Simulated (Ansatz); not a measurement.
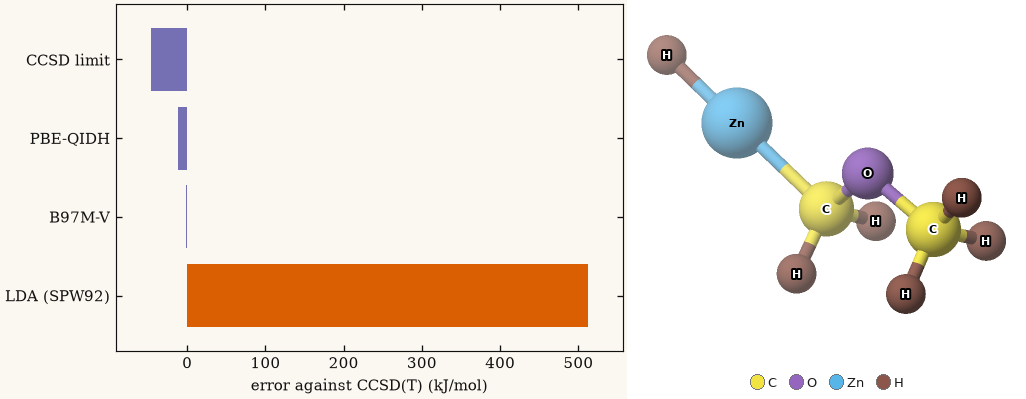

Error in the electronic atomisation energy (method less reference, so positive means overbinding) of C₂H₆OZn, SMILES CO[CH2][ZnH], singlet: functionals in def2-TZVPP against frozen-core CCSD(T) at the limit (MP2 extrapolated from triple and quadruple zeta, plus CCSD(T) less MP2 in a smaller set), which gives 3271.7 kJ/mol, at a PBE0-D4/def2-TZVP geometry (a minimum by its frequencies), no zero-point or spin-orbit term, the Ansatz code 0.2.0. The reference leaves out core correlation, a term that grows with the number of heavy atoms. Choice of cores on heavy atoms: Zn/Cu 3s3p. PBE-QIDH holds a correlation term that converges slowly with the basis, so part of the distance to the limit is basis error. No dispersion term is added to PBE-QIDH. Limit means the basis limit.

Question: Which of these levels overbind, and which underbind?

Answer: Overbind: LDA (SPW92). Underbind: CCSD limit. Within 20 kJ/mol of zero, too close to call in view of what the reference leaves out: PBE-QIDH and B97M-V.

Question: Give the values.

Answer:
```csv
level,kJ/mol
CCSD limit,−46.6
PBE-QIDH,−12.4
B97M-V,−1.1
LDA (SPW92),512.0
```

Limits of at least one run: no scalar relativity up to krypton; one conformer of a flexible molecule.
